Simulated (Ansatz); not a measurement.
Geometry relaxation of SnH$_{5}$O (part 1 of 2)

SnH$_{5}$O, multiplicity 2, computed with UHF/def2-SVP (Ansatz 0.2.0).

It belongs to a series of runs on one base structure; here: end point B relaxed. Figures and captions count atoms from 1; the log counts them from 0 in places.

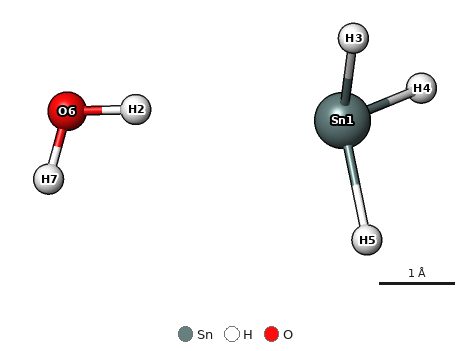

*The input geometry (ball-and-stick view, seen at a tilt; atoms are numbered from 1 in the order of the input). Sticks mark near contacts.*

Bond lengths as drawn: H–O 0.95 to 0.97 Å and H–Sn 1.71 Å.

### The input
```yaml
crystal:
  periodic: [false, false, false]
  atoms:
    - { symbol: Sn, position_ang: [0.00268, 0.004193, -0.303362] }
    - { symbol: H, position_ang: [0.01567, 0.025831, 2.642336] }
    - { symbol: H, position_ang: [1.627663, 0.002213, -0.837534] }
    - { symbol: H, position_ang: [-0.810449, 1.410231, -0.840083] }
    - { symbol: H, position_ang: [-0.807891, -1.400238, -0.854611] }
    - { symbol: O, position_ang: [-0.018407, -0.029039, 3.60981] }
    - { symbol: H, position_ang: [-0.521866, -0.81429, 3.772344] }
magnetization:
  spin_polarized: true
  initial_magnetization: 1
basis:
  gaussian: { orbitals: def2-SVP }
hamiltonian:
  xc: hf
relax:
  f_tol: 0.03
  max_steps: 50
output:
  orbitals: {}
```

Run on 2 threads of Arm Neoverse V1, 24 GiB of memory available, shared host.

Run as:
```bash
ansatz run input.yaml --threads 2 --pin off --max-ram 3072MiB --backend cpu --events-out ev --progress --plain --runs-dir out
```

### Log
```
The last accepted step is kept in [file] (removed where the run ends without a failure and the disk answers)
Engine: ansatz 0.2.0, aarch64-unknown-linux-gnu
Functional definition: HF
  exchange = exact_x
  correlation = 0
791 factors; integrals over basis functions are off by at most 3.5e-4 eV
mean field evaluation 1: about -7916.0419 eV, gradient 2.3e1 eV
mean field evaluation 2: about -7916.0445 eV, gradient 2.3e1 eV
mean field evaluation 4: about -7918.3950 eV, gradient 1.7e0 eV
mean field evaluation 8: about -7918.4323 eV, gradient 4.2e-2 eV
mean field -7918.43188109 eV, -290.9970043243 hartree, gradient 7.0e-6 eV, S^2 0.753282; 0 other end points of the search recorded, 0 dependent functions left out
the calculation of the forces begins
reference -7918.43188109 eV, -290.9970043243 hartree; 18, 17 occupied and 47, 48 virtual orbitals, 791 factors
relax step   1: F+E_penalty+E_count = -7918.43188109 eV  Δ(F+E_penalty+E_count) = +0.000e0 eV  max|allowed force component| = 1.450e0 eV/Å  Δτ_max = 0.0000 Å  (34 SCF iters, accepted)
these checks for a lower state are left out or cut short: starts, cluster_reference, orbital_swaps, neighbouring_geometries, increment
791 factors; integrals over basis functions are off by at most 3.5e-4 eV
mean field evaluation 16: about -7918.4802 eV, gradient 6.8e-2 eV
mean field -7918.48025362 eV, -290.9987819817 hartree, gradient 8.7e-5 eV, S^2 0.753365; 0 other end points of the search recorded, 0 dependent functions left out
[... from here on the field's lines of each further geometry are left out, up to the last ...]
relax step   2: F+E_penalty+E_count = -7918.48025362 eV  Δ(F+E_penalty+E_count) = -4.837e-2 eV  max|allowed force component| = 5.168e-1 eV/Å  Δτ_max = 0.1926 Å  (27 SCF iters, accepted)
relax step   3: F+E_penalty+E_count = -7918.49530213 eV  Δ(F+E_penalty+E_count) = -1.505e-2 eV  max|allowed force component| = 3.519e-1 eV/Å  Δτ_max = 0.1258 Å  (25 SCF iters, accepted)
relax step   4: F+E_penalty+E_count = -7918.49757156 eV  Δ(F+E_penalty+E_count) = -2.269e-3 eV  max|allowed force component| = 2.350e-1 eV/Å  Δτ_max = 0.0497 Å  (27 SCF iters, accepted)
relax step   5: F+E_penalty+E_count = -7918.50640600 eV  Δ(F+E_penalty+E_count) = -8.834e-3 eV  max|allowed force component| = 1.551e-1 eV/Å  Δτ_max = 0.1012 Å  (28 SCF iters, accepted)
relax step   6: F+E_penalty+E_count = -7918.50878990 eV  Δ(F+E_penalty+E_count) = -2.384e-3 eV  max|allowed force component| = 9.735e-2 eV/Å  Δτ_max = 0.0831 Å  (28 SCF iters, accepted)
relax step   7: F+E_penalty+E_count = -7918.51001398 eV  Δ(F+E_penalty+E_count) = -1.224e-3 eV  max|allowed force component| = 5.580e-2 eV/Å  Δτ_max = 0.0882 Å  (28 SCF iters, accepted)
relax step   8: F+E_penalty+E_count = -7918.51042703 eV  Δ(F+E_penalty+E_count) = -4.130e-4 eV  max|allowed force component| = 2.140e-2 eV/Å  Δτ_max = 0.0726 Å  (25 SCF iters, accepted)
relax step   9: F+E_penalty+E_count = -7918.51057760 eV  Δ(F+E_penalty+E_count) = -1.506e-4 eV  max|allowed force component| = 6.089e-2 eV/Å  Δτ_max = 0.0793 Å  (26 SCF iters, accepted)
relax step  10: F+E_penalty+E_count = -7918.51063461 eV  Δ(F+E_penalty+E_count) = -5.701e-5 eV  max|allowed force component| = 3.294e-2 eV/Å  Δτ_max = 0.0252 Å  (25 SCF iters, accepted)
relax step  11: F+E_penalty+E_count = -7918.51066569 eV  Δ(F+E_penalty+E_count) = -3.108e-5 eV  max|allowed force component| = 1.693e-2 eV/Å  Δτ_max = 0.0209 Å  (26 SCF iters, accepted)
relax step  12: F+E_penalty+E_count = -7918.51047623 eV  Δ(F+E_penalty+E_count) = +1.895e-4 eV  max|allowed force component| = 1.413e-1 eV/Å  Δτ_max = 0.0641 Å  (26 SCF iters, rejected (line search))
relax step  13: F+E_penalty+E_count = -7918.51069501 eV  Δ(F+E_penalty+E_count) = -2.932e-5 eV  max|allowed force component| = 5.760e-2 eV/Å  Δτ_max = 0.0311 Å  (25 SCF iters, accepted)
relax step  14: F+E_penalty+E_count = -7918.51076184 eV  Δ(F+E_penalty+E_count) = -6.683e-5 eV  max|allowed force component| = 4.355e-2 eV/Å  Δτ_max = 0.0144 Å  (25 SCF iters, accepted)
relax step  15: F+E_penalty+E_count = -7918.51017393 eV  Δ(F+E_penalty+E_count) = +5.879e-4 eV  max|allowed force component| = 2.408e-1 eV/Å  Δτ_max = 0.0606 Å  (26 SCF iters, rejected (line search))
relax step  16: F+E_penalty+E_count = -7918.51089873 eV  Δ(F+E_penalty+E_count) = -1.369e-4 eV  max|allowed force component| = 1.980e-3 eV/Å  Δτ_max = 0.0248 Å  (26 SCF iters, accepted)
relax step  17: F+E_penalty+E_count = -7918.51090809 eV  Δ(F+E_penalty+E_count) = -9.360e-6 eV  max|allowed force component| = 1.030e-1 eV/Å  Δτ_max = 0.0318 Å  (26 SCF iters, accepted)
relax step  18: F+E_penalty+E_count = -7918.51088513 eV  Δ(F+E_penalty+E_count) = +2.296e-5 eV  max|allowed force component| = 1.080e-1 eV/Å  Δτ_max = 0.0241 Å  (27 SCF iters, rejected (line search))
relax step  19: F+E_penalty+E_count = -7918.51110006 eV  Δ(F+E_penalty+E_count) = -1.920e-4 eV  max|allowed force component| = 3.876e-2 eV/Å  Δτ_max = 0.0121 Å  (26 SCF iters, accepted)
relax step  20: F+E_penalty+E_count = -7918.51125084 eV  Δ(F+E_penalty+E_count) = -1.508e-4 eV  max|allowed force component| = 8.877e-2 eV/Å  Δτ_max = 0.0328 Å  (26 SCF iters, accepted)
relax step  21: F+E_penalty+E_count = -7918.51101387 eV  Δ(F+E_penalty+E_count) = +2.370e-4 eV  max|allowed force component| = 2.460e-1 eV/Å  Δτ_max = 0.0506 Å  (26 SCF iters, rejected (line search))
relax step  22: F+E_penalty+E_count = -7918.51148867 eV  Δ(F+E_penalty+E_count) = -2.378e-4 eV  max|allowed force component| = 5.589e-2 eV/Å  Δτ_max = 0.0247 Å  (26 SCF iters, accepted)
relax step  23: F+E_penalty+E_count = -7918.51186680 eV  Δ(F+E_penalty+E_count) = -3.781e-4 eV  max|allowed force component| = 5.143e-2 eV/Å  Δτ_max = 0.0422 Å  (26 SCF iters, accepted)
relax step  24: F+E_penalty+E_count = -7918.51268335 eV  Δ(F+E_penalty+E_count) = -8.166e-4 eV  max|allowed force component| = 3.690e-2 eV/Å  Δτ_max = 0.0570 Å  (29 SCF iters, accepted)
relax step  25: F+E_penalty+E_count = -7918.50973741 eV  Δ(F+E_penalty+E_count) = +2.946e-3 eV  max|allowed force component| = 1.290e-1 eV/Å  Δτ_max = 0.0530 Å  (26 SCF iters, rejected (line search))
relax step  26: F+E_penalty+E_count = -7918.51304248 eV  Δ(F+E_penalty+E_count) = -3.591e-4 eV  max|allowed force component| = 6.596e-2 eV/Å  Δτ_max = 0.0265 Å  (27 SCF iters, accepted)
relax step  27: F+E_penalty+E_count = -7918.51317564 eV  Δ(F+E_penalty+E_count) = -1.332e-4 eV  max|allowed force component| = 5.531e-2 eV/Å  Δτ_max = 0.0075 Å  (27 SCF iters, accepted)
relax step  28: F+E_penalty+E_count = -7918.51279161 eV  Δ(F+E_penalty+E_count) = +3.840e-4 eV  max|allowed force component| = 2.893e-1 eV/Å  Δτ_max = 0.0694 Å  (27 SCF iters, rejected (line search))
relax step  29: F+E_penalty+E_count = -7918.51384241 eV  Δ(F+E_penalty+E_count) = -6.668e-4 eV  max|allowed force component| = 3.878e-2 eV/Å  Δτ_max = 0.0347 Å  (26 SCF iters, accepted)
relax step  30: F+E_penalty+E_count = -7918.51443262 eV  Δ(F+E_penalty+E_count) = -5.902e-4 eV  max|allowed force component| = 8.800e-2 eV/Å  Δτ_max = 0.0350 Å  (26 SCF iters, accepted)
relax step  31: F+E_penalty+E_count = -7918.51493227 eV  Δ(F+E_penalty+E_count) = -4.996e-4 eV  max|allowed force component| = 2.318e-1 eV/Å  Δτ_max = 0.0527 Å  (25 SCF iters, accepted)
relax step  32: F+E_penalty+E_count = -7918.51717903 eV  Δ(F+E_penalty+E_count) = -2.247e-3 eV  max|allowed force component| = 1.153e-1 eV/Å  Δτ_max = 0.0801 Å  (34 SCF iters, accepted)
relax step  33: F+E_penalty+E_count = -7918.51728922 eV  Δ(F+E_penalty+E_count) = -1.102e-4 eV  max|allowed force component| = 1.123e-1 eV/Å  Δτ_max = 0.0025 Å  (29 SCF iters, accepted)
relax step  34: F+E_penalty+E_count = -7918.44783551 eV  Δ(F+E_penalty+E_count) = +6.945e-2 eV  max|allowed force component| = 2.120e0 eV/Å  Δτ_max = 0.1758 Å  (31 SCF iters, rejected (line search))
relax step  35: F+E_penalty+E_count = -7918.51947909 eV  Δ(F+E_penalty+E_count) = -2.190e-3 eV  max|allowed force component| = 1.029e-1 eV/Å  Δτ_max = 0.0879 Å  (34 SCF iters, accepted)
relax step  36: F+E_penalty+E_count = -7918.51412134 eV  Δ(F+E_penalty+E_count) = +5.358e-3 eV  max|allowed force component| = 8.135e-1 eV/Å  Δτ_max = 0.0876 Å  (34 SCF iters, rejected (line search))
relax step  37: F+E_penalty+E_count = -7918.52200466 eV  Δ(F+E_penalty+E_count) = -2.526e-3 eV  max|allowed force component| = 6.041e-2 eV/Å  Δτ_max = 0.0438 Å  (26 SCF iters, accepted)
relax step  38: F+E_penalty+E_count = -7918.52345821 eV  Δ(F+E_penalty+E_count) = -1.454e-3 eV  max|allowed force component| = 1.276e-1 eV/Å  Δτ_max = 0.0444 Å  (26 SCF iters, accepted)
the calculation of the forces begins
reference -7918.52630658 eV, -291.0004743968 hartree; 18, 17 occupied and 47, 48 virtual orbitals, 792 factors
relax step  39: F+E_penalty+E_count = -7918.52630658 eV  Δ(F+E_penalty+E_count) = -2.848e-3 eV  max|allowed force component| = 2.596e-2 eV/Å  Δτ_max = 0.0676 Å  (29 SCF iters, accepted)
792 factors; integrals over basis functions are off by at most 4.1e-4 eV
mean field evaluation 224: about -7918.5263 eV, gradient 1.2e-4 eV
```

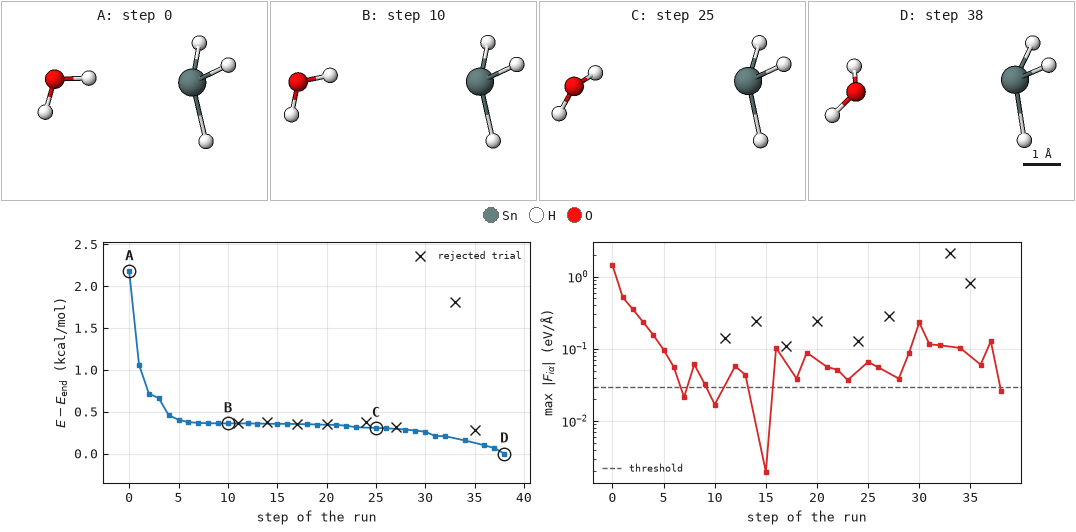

*Frames of the relaxation (ball-and-stick view, seen at a tilt) above the curves, on which the letters mark them (the first geometry is step 0 here and step 1 in the log).*

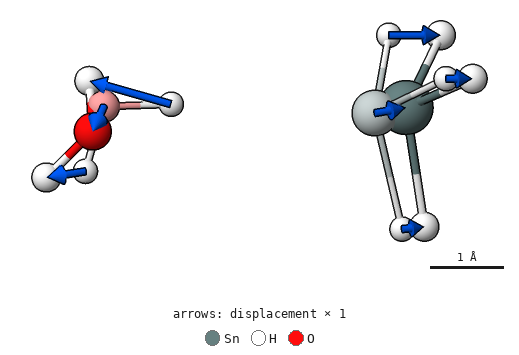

*Start (faint) and end (solid) with the displacements as blue arrows, at true length (ball-and-stick view, seen at a tilt). The two geometries are laid on each other by the best rigid fit.*

Over 38 geometry steps the energy falls by 2.18 kcal/mol. Largest force component: 1.4 eV/Å at the start, 0.026 eV/Å at the end. The line search rejected the trial steps at points 11, 14, 17, 20, 24, 27, 33, 35 (counted from 0) and went back. The atom that moves furthest after the best rigid fit is H2 (1.18 Å). By element the largest moves are H 1.18 Å, O 0.51 Å, Sn 0.47 Å. Among the contacts that change: H2–O6 0.970 → 0.945 Å, Sn1–H4 1.711 → 1.717 Å. (Atoms are counted from 1 in the order of the input.)

```
mean field -7918.52630658 eV, -291.0004743968 hartree, gradient 1.5e-5 eV, S^2 0.753114; 1 other end points of the search recorded, 0 dependent functions left out
the calculation of the forces begins
reference -7918.52630658 eV, -291.0004743968 hartree; 18, 17 occupied and 47, 48 virtual orbitals, 792 factors
Total energy: -7918.52630658 eV, -291.0004743968 hartree
Atom 0 at    -0.003371     0.093749    -0.763511 Å, force    -0.003544     0.006053     0.019246 eV/Å
Atom 1 at    -0.246940     0.420127     3.722281 Å, force     0.004154    -0.003582     0.009882 eV/Å
Atom 2 at     1.648177     0.008405    -1.213559 Å, force    -0.002072    -0.001341     0.001895 eV/Å
Atom 3 at    -0.756431     1.400108    -1.584762 Å, force     0.003060    -0.006775    -0.007806 eV/Å
Atom 4 at    -0.793728    -1.371475    -1.175006 Å, force     0.001939     0.002536     0.004605 eV/Å
Atom 5 at     0.136527    -0.434601     3.847334 Å, force    -0.004123     0.006398    -0.025965 eV/Å
Atom 6 at    -0.496834    -0.917413     4.356124 Å, force     0.000586    -0.003290    -0.001857 eV/Å
Dipole moment:    -0.377384     0.138030     0.264687 e Å
```

### Trajectory as extended XYZ (Å, eV, eV/Å), 39 frames, from step=1 to step=39
```
7
Properties=species:S:1:pos:R:3:forces:R:3 step=1 energy=-7918.43188
Sn    0.0027    0.0042   -0.3034    0.0023   0.0037  -0.1676
H     0.0157    0.0258    2.6423    0.0005  -0.0013   1.4497
H     1.6277    0.0022   -0.8375    0.0012   0.0002  -0.0092
H    -0.8104    1.4102   -0.8401   -0.0005   0.0011  -0.0093
H    -0.8079   -1.4002   -0.8546   -0.0013  -0.0021  -0.0032
O    -0.0184   -0.0290    3.6098   -0.0433  -0.0654  -1.3415
H    -0.5219   -0.8143    3.7723    0.0411   0.0639   0.0811
7
Properties=species:S:1:pos:R:3:forces:R:3 step=2 energy=-7918.48025
Sn    0.0038    0.0059   -0.4378   -0.0052  -0.0082   0.1535
H     0.0484    0.0778    2.8249   -0.0034  -0.0067   0.5168
H     1.6399    0.0032   -0.9326   -0.0273   0.0011  -0.0807
H    -0.8157    1.4212   -0.9353    0.0149  -0.0233  -0.0806
H    -0.8136   -1.4102   -0.9440    0.0185   0.0319  -0.0704
O    -0.0324   -0.0516    3.7659   -0.1209  -0.1868  -0.4864
H    -0.5430   -0.8475    3.8478    0.1233   0.1919   0.0477
7
Properties=species:S:1:pos:R:3:forces:R:3 step=3 energy=-7918.49530
Sn    0.0046    0.0072   -0.4986   -0.0012  -0.0017   0.1286
H     0.0664    0.1065    2.9461   -0.0117  -0.0197   0.3519
H     1.6352    0.0045   -1.0098    0.0003   0.0012  -0.0600
H    -0.8119    1.4177   -1.0125    0.0010   0.0008  -0.0599
H    -0.8100   -1.4041   -1.0180    0.0008   0.0012  -0.0525
O    -0.0420   -0.0670    3.8744   -0.1426  -0.2207  -0.3458
H    -0.5548   -0.8660    3.9072    0.1534   0.2388   0.0376
7
Properties=species:S:1:pos:R:3:forces:R:3 step=4 energy=-7918.49757
Sn    0.0062    0.0098   -0.4808    0.0017   0.0030  -0.2350
H     0.0658    0.1060    2.9878   -0.0131  -0.0211   0.2176
H     1.6210    0.0074   -1.0573   -0.0027  -0.0017   0.0622
H    -0.8020    1.4068   -1.0599   -0.0001  -0.0033   0.0624
H    -0.8017   -1.3897   -1.0583    0.0022   0.0039   0.0682
O    -0.0461   -0.0731    3.9120    0.0136   0.0220  -0.1949
H    -0.5558   -0.8683    3.9455   -0.0018  -0.0029   0.0195
7
Properties=species:S:1:pos:R:3:forces:R:3 step=5 energy=-7918.50641
Sn    0.0094    0.0148   -0.5759    0.0038   0.0061  -0.0390
H     0.0626    0.1022    3.0888   -0.0017  -0.0026   0.0402
H     1.6312    0.0118   -1.1254   -0.0059  -0.0010   0.0056
H    -0.8028    1.4176   -1.1280    0.0020  -0.0054   0.0055
H    -0.8023   -1.3913   -1.1234    0.0009   0.0016   0.0079
O    -0.0494   -0.0795    4.0098   -0.0987  -0.1537  -0.0171
H    -0.5613   -0.8767    4.0430    0.0996   0.1551  -0.0032
7
Properties=species:S:1:pos:R:3:forces:R:3 step=6 energy=-7918.50879
Sn    0.0124    0.0193   -0.6396    0.0009   0.0014   0.0023
H     0.0586    0.0990    3.1718    0.0029   0.0054  -0.0333
H     1.6342    0.0155   -1.1867    0.0015  -0.0005  -0.0051
H    -0.8005    1.4218   -1.1894   -0.0012   0.0010  -0.0053
H    -0.8001   -1.3880   -1.1808   -0.0006  -0.0010  -0.0023
O    -0.0522   -0.0868    4.0909   -0.0621  -0.0974   0.0504
H    -0.5650   -0.8820    4.1227    0.0587   0.0910  -0.0067
7
Properties=species:S:1:pos:R:3:forces:R:3 step=7 energy=-7918.51001
Sn    0.0158    0.0245   -0.7044    0.0020   0.0030   0.0043
H     0.0514    0.0950    3.2596    0.0017   0.0046  -0.0454
H     1.6371    0.0196   -1.2545   -0.0028  -0.0001  -0.0032
H    -0.7976    1.4260   -1.2573    0.0012  -0.0023  -0.0035
H    -0.7973   -1.3837   -1.2434    0.0001   0.0002  -0.0021
O    -0.0535   -0.0955    4.1784    0.0007  -0.0012   0.0558
H    -0.5685   -0.8870    4.2106   -0.0028  -0.0041  -0.0058
7
Properties=species:S:1:pos:R:3:forces:R:3 step=8 energy=-7918.51043
Sn    0.0190    0.0288   -0.7539   -0.0002  -0.0008   0.0037
H     0.0389    0.0912    3.3246   -0.0028  -0.0026  -0.0136
H     1.6388    0.0232   -1.3074    0.0035  -0.0004  -0.0024
H    -0.7943    1.4288   -1.3104   -0.0022   0.0030  -0.0029
H    -0.7944   -1.3797   -1.2917   -0.0008  -0.0012  -0.0004
O    -0.0486   -0.1040    4.2447    0.0158   0.0214   0.0209
H    -0.5720   -0.8894    4.2830   -0.0133  -0.0194  -0.0053
7
Properties=species:S:1:pos:R:3:forces:R:3 step=9 energy=-7918.51058
Sn    0.0228    0.0335   -0.8050    0.0026   0.0032  -0.0042
H     0.0144    0.0894    3.3890   -0.0029  -0.0124   0.0605
H     1.6424    0.0269   -1.3618   -0.0053   0.0001   0.0018
H    -0.7913    1.4324   -1.3654    0.0023  -0.0041   0.0008
H    -0.7909   -1.3759   -1.3408    0.0006   0.0013   0.0013
O    -0.0322   -0.1185    4.3107   -0.0095  -0.0054  -0.0609
H    -0.5777   -0.8889    4.3622    0.0122   0.0173   0.0008
7
Properties=species:S:1:pos:R:3:forces:R:3 step=10 energy=-7918.51063
Sn    0.0242    0.0351   -0.8201   -0.0001  -0.0002  -0.0002
H     0.0036    0.0886    3.4076    0.0010  -0.0030   0.0288
H     1.6430    0.0283   -1.3775    0.0019  -0.0002   0.0001
H    -0.7899    1.4331   -1.3817   -0.0012   0.0016  -0.0009
H    -0.7896   -1.3745   -1.3550   -0.0004  -0.0007   0.0010
O    -0.0247   -0.1243    4.3283   -0.0084  -0.0070  -0.0329
H    -0.5793   -0.8874    4.3873    0.0073   0.0095   0.0042
7
Properties=species:S:1:pos:R:3:forces:R:3 step=11 energy=-7918.51067
Sn    0.0254    0.0369   -0.8317    0.0000   0.0009   0.0030
H    -0.0069    0.0871    3.4199    0.0022   0.0015   0.0115
H     1.6446    0.0292   -1.3886   -0.0023   0.0004  -0.0008
H    -0.7894    1.4344   -1.3944    0.0016  -0.0017  -0.0017
H    -0.7888   -1.3736   -1.3640    0.0008   0.0010  -0.0004
O    -0.0170   -0.1297    4.3397   -0.0061  -0.0063  -0.0169
H    -0.5805   -0.8854    4.4080    0.0038   0.0043   0.0052
```
